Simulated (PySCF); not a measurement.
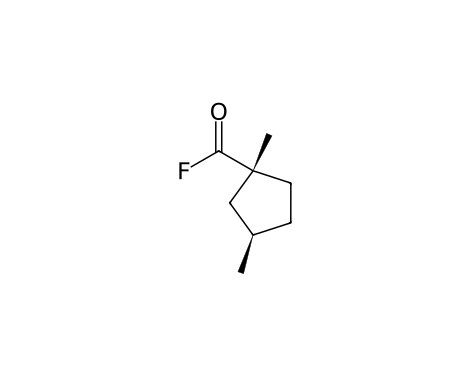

The geometry was computed by an optimisation with GFN2-xTB. No frequency run is at hand to confirm it as a minimum. Level of theory: PBE0/pcSseg-1, gas phase (PySCF 2.14.0).

Computed properties:

The species is C8H13FO (`C[C@@H]1CC[C@@](C)(C(=O)F)C1`).
- dipole moment: 3.15 D
- HOMO energy (Kohn–Sham orbital): −8.65 eV
- LUMO energy (Kohn–Sham orbital): −0.26 eV
- HOMO–LUMO gap: 8.40 eV
